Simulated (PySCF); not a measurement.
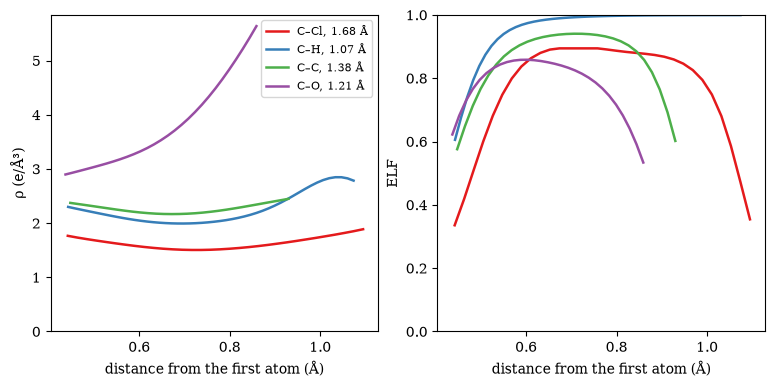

C$_{5}$H$_{4}$ClO$_{2}$ (SMILES Cc1coc([O])c1Cl) (doublet). Total electron density and electron localisation function along straight lines between neighbouring atoms. The curves leave out the atomic cores.

Geometry: GFN2-xTB.

Method: UKS B3LYP, pcH-1 on C Cl H O, non-relativistic, mean-field spin-orbit, GIAO (PySCF 2.14.0, density-fitted response routines).

```xyz
12

C    -1.7369    0.3064   -0.0463
C    -0.3032   -0.0743    0.0201
C     0.2340   -1.3103    0.3040
O     1.5757   -1.3123    0.2823
C     2.0070   -0.0282   -0.0288
O     3.1738    0.2618   -0.1168
C     0.7997    0.7610   -0.1959
Cl    0.7907    2.4002   -0.5821
H    -2.3692   -0.5497    0.1679
H    -1.9744    0.6895   -1.0369
H    -1.9453    1.0958    0.6733
H    -0.2506   -2.2405    0.5332
```

What kind of bonding do the profiles show?

Answer. C–Cl (1.68 Å): the density is about 1.6 e/Å³ at the midpoint; the ELF peaks at about 0.90 between the atoms, as expected for localised, covalent bonding.
C–H (1.07 Å): ρ is about 2.1 e/Å³ halfway; the ELF climbs to about 1 towards the hydrogen, as it does in any bond to H: an ordinary covalent bond to hydrogen.
C–C (1.38 Å): the density is about 2.2 e/Å³ at the midpoint; the ELF peaks at about 0.95 between the atoms, as expected for localised, covalent bonding.
C–O (1.21 Å): ρ at the midpoint is about 3.3 e/Å³; the ELF peaks at about 0.85 between the atoms (a multiple bond).
